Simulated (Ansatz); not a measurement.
Consider AlH3O3···HCl.

| atom | x (Å) | y (Å) | z (Å) |
| --- | --- | --- | --- |
| Al | 0.2041 | 0.1886 | -0.3374 |
| Cl | -1.0347 | 1.3494 | 3.8990 |
| O | 1.4067 | 0.2202 | -1.5183 |
| H | 1.4134 | -0.1988 | -2.3629 |
| O | -1.2672 | -0.6121 | -0.4433 |
| H | -1.6144 | -1.1449 | -1.1384 |
| O | 0.5084 | 1.0521 | 1.0950 |
| H | 1.3194 | 1.5290 | 1.1987 |
| H | -0.4938 | 1.1993 | 2.7491 |

Method: Ansatz 0.2.0, RHF/6-31G*.

What will maps of the electron density and electron localisation function show?

O7···H9 (1.94 Å): the density falls to about 0.19 e/Å³ on the way; the ELF dips to about 0.10 between them.
Al–O (1.68 Å): ρ at the midpoint is about 0.88 e/Å³; the ELF peaks at about 0.85 in the valence shell of O, 0.6 Å from its nucleus, and is about 0.35 at the midpoint.
O–H (0.94 Å): ρ at the midpoint is about 3.7 e/Å³; the ELF climbs to about 1 towards the hydrogen, as it does in any bond to H; a covalent bond by its length.
Cl–H (1.28 Å): the density is about 2 e/Å³ at the midpoint; the ELF climbs to about 1 towards the hydrogen: a covalent bond by its length.

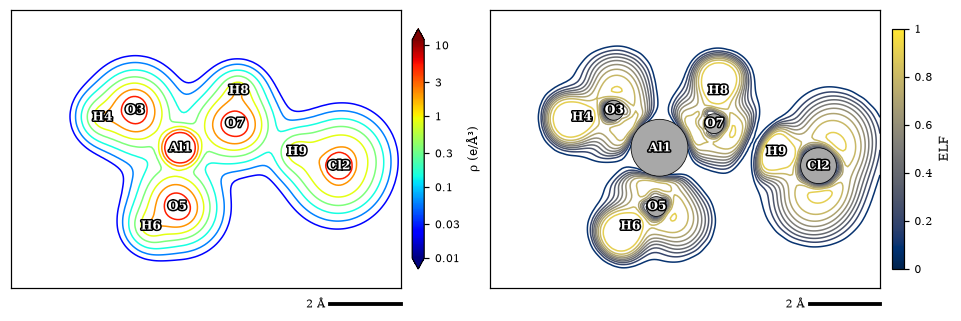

Computed electron density and electron localisation function on the molecular plane, in this order. Grey discs cover the atomic cores in the ELF map. 
